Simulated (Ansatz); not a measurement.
AlFH3Sb (SMILES [F][AlH][SbH2])

```json
{"atom": "F", "x (Å)": "-1.1521", "y (Å)": "-1.5866", "z (Å)": "1.2476"}
{"atom": "Al", "x (Å)": "-0.3095", "y (Å)": "-1.0132", "z (Å)": "-0.0721"}
{"atom": "Sb", "x (Å)": "1.3125", "y (Å)": "0.9994", "z (Å)": "0.3278"}
{"atom": "H", "x (Å)": "-0.5624", "y (Å)": "-1.8181", "z (Å)": "-1.4310"}
{"atom": "H", "x (Å)": "0.7800", "y (Å)": "1.5777", "z (Å)": "-1.2126"}
{"atom": "H", "x (Å)": "-0.0264", "y (Å)": "1.7770", "z (Å)": "1.0941"}
```

Core potentials replace the inner electrons of Sb.

All numbers below come from RKS LDA/def2-SVP (Ansatz).

### What can the converged electron density and electron localisation function tell about the bonding?

Al–F (1.67 Å): ρ at the midpoint is about 0.79 e/Å³; the ELF peaks at about 0.85 in the valence shell of F, 0.5 Å from its nucleus, and is about 0.25 at the midpoint.
Al–Sb (2.62 Å): the density is about 0.46 e/Å³ at the midpoint; the ELF peaks at about 0.90 between the atoms (localised, covalent bonding).
Al–H (1.60 Å): ρ at the midpoint is about 0.53 e/Å³; the ELF climbs to about 1 towards the hydrogen.

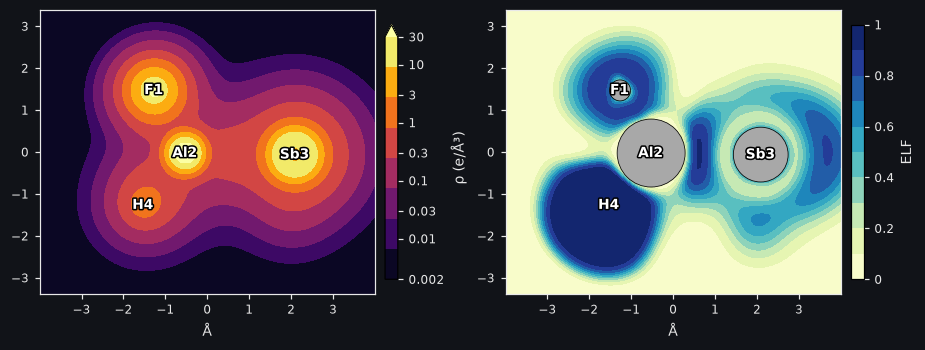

Computed electron density and electron localisation function on the plane of atoms F1, Al2 and H4, in this order. Grey discs cover the atomic cores in the ELF map. 
